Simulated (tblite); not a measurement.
## Frequency calculation of C3H6F2Si (charge +1)

- system: C3H6F2Si, charge +1, multiplicity 2, SMILES FC[C+](F)[CH][SiH3]
- method: GFN2-xTB harmonic vibrations, gas phase (tblite 0.8.0)

It belongs to a series of runs on one base structure; here: electron removed.

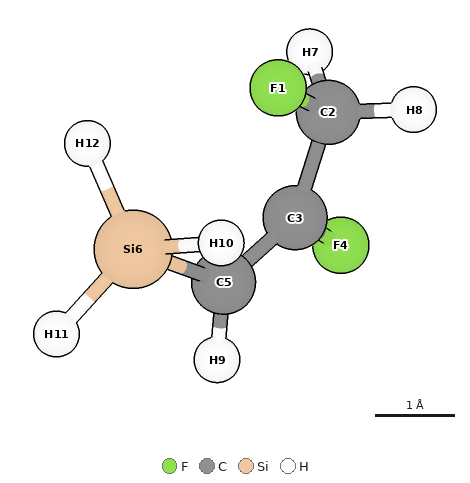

Fig. 1: The structure (ball-and-stick view, seen at a tilt; atoms are numbered from 1 in the order of the input).

Input
```
{"job": {"kind": "ir", "xc": "GFN2-xTB", "basis": "xTB"}, "charge": 1, "multiplicity": 2}
F     -0.724230     1.524133    -0.068090
C     -1.588298     0.481957     0.075020
C     -0.847626    -0.804695     0.036831
F     -1.637719    -1.853247     0.183185
C      0.487509    -0.985234    -0.075169
Si     1.818374     0.371712    -0.013602
H     -2.120889     0.599705     1.032632
H     -2.336350     0.537189    -0.731707
H      0.819496    -2.009869    -0.198638
H      1.398127     0.988511    -1.318866
H      3.084324    -0.339495     0.121828
H      1.648482     1.488646     0.930549
```

The first line tells a small driver script what to run in tblite; the rest is the geometry in Å.

Launched with:
```bash
OMP_NUM_THREADS=1 python <driver script> task.json out
```

Log
```
mode    cm-1     km/mol
  1     101.5      8.26
  2     141.8      6.52
  3     162.9      9.08
  4     191.9     38.78
  5     282.9      4.94
  6     302.6     23.27
  7     365.0      8.01
  8     400.5     88.96
  9     443.4     12.68
 10     507.3      1.94
 11     580.2    148.25
 12     615.6     50.61
 13     721.2     31.77
 14     760.8    107.19
 15     798.4     79.38
 16     877.6      3.75
 17     928.2     10.16
 18    1077.0     33.79
 19    1118.7     20.20
 20    1119.4     65.63
 21    1210.0     51.05
 22    1301.4     51.06
 23    1344.4    206.58
 24    1531.8    440.50
 25    1865.7     50.26
 26    2158.7    129.11
 27    2329.2     72.02
 28    2861.6     21.94
 29    2886.9     75.40
 30    3037.3     16.30
```

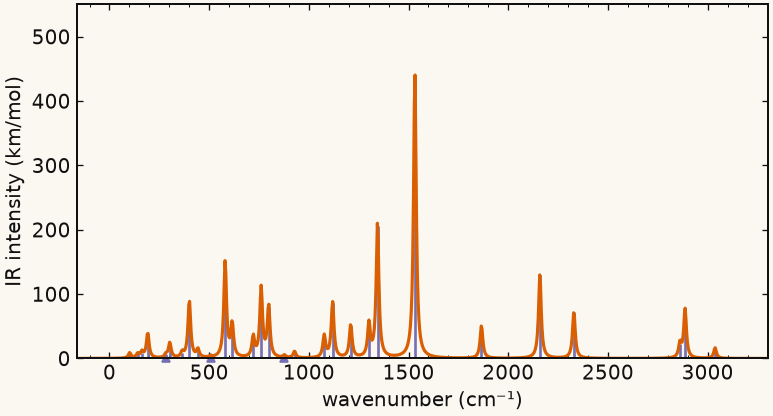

Fig. 2: Harmonic infrared spectrum, unscaled: sticks (degenerate modes added up, dark ones marked on the axis) with a Lorentzian envelope of 16 cm⁻¹ full width, scaled to the tallest stick. 30 modes from 102 to 3037 cm⁻¹, none imaginary. The strongest line is at 1532 cm⁻¹ (440 km/mol).

Key numbers

| quantity | value |
| --- | --- |
| outcome | converged |
| total energy | −547.8565 eV |
| zero-point energy | 45.7810 kcal/mol |
| hardware | 1 CPU thread, shared host |
| peak memory | 0.18 GiB |
